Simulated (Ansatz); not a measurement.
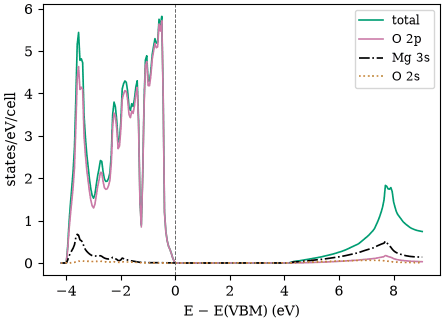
*Total and projected density of states of MgO in space group P6_3/mmc (No. 194; Mg on 2c, O on 2d), r²SCAN (plane waves, PAW; program Ansatz)*

Problem. Which orbitals carry the states next to the gap?

Solution. Top 1 eV of the valence band: O 2p 98 %. Bottom 1 eV of the conduction band: Mg 3s 60 %, O 2s 27 %, O 2p 8 %. Projections are on Löwdin-orthogonalised atomic valence shells; empty p or d shells of many metals are not among them.

Problem. Where is the tallest occupied peak in this window, and what makes it?

Solution. Near -0.5 eV, about 5.8 states/eV per cell; the largest projected share is O 2p.

The workflow started from a Materials Project entry (that database holds measured and hypothetical structures alike); the Crystallography Open Database copy checked does not list it. It is not the phase usual at ambient conditions (space group No. 225). The cell was relaxed with r²SCAN under the symmetry of its start; its stability against distortions is not shown here.

Potentials: the later of the program's two PAW sets.
